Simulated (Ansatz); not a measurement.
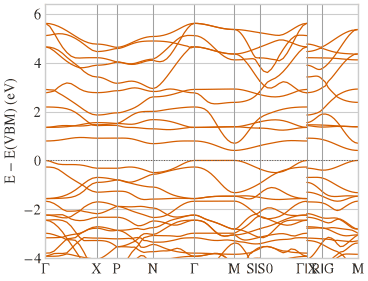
Figure. Band structure from plane-wave PAW PBEsol (Ansatz code)

### Question
Read off the gap and where the band edges lie.

### Answer
About 0.4 eV (0.41 eV by a search for the band edges); maximum at M, minimum at M.

### Question
Which of these materials gives this?
A. SnO2, rutile
B. FeBiO3, P4mm (Bi on 1b, Fe on 1a, O on 2c, O on 1a)
C. BaInHO2, P4/mmm (Ba on 1d, In on 1a, O on 2f, H on 1b)
D. SnO2, P4_2/nmc (Sn on 2a, O on 4d)

### Answer
B, FeBiO3, P4mm (Bi on 1b, Fe on 1a, O on 2c, O on 1a)

The start of the workflow was typed in or built on a structure type; the Crystallography Open Database copy checked does not list it. It is not the phase usual at ambient conditions (space group No. 161). The PBEsol relaxation kept the symmetry of its start, as lowered by the spin order; its stability against distortions is not shown here. Spin order of the final state: antiferromagnetic, chosen from 5 collinear starts compared on coarse meshes (ties went to the first, and starts can fall back to one state), not a proven ground state. No Hubbard U is applied. Scalar-relativistic: spin–orbit coupling is off unless named, which matters more the heavier the elements.

Potentials: the earlier of the program's two PAW sets. The files were generated under PBE; for other functionals the program regenerates the frozen cores, and for LDA and PBEsol the local potential too.
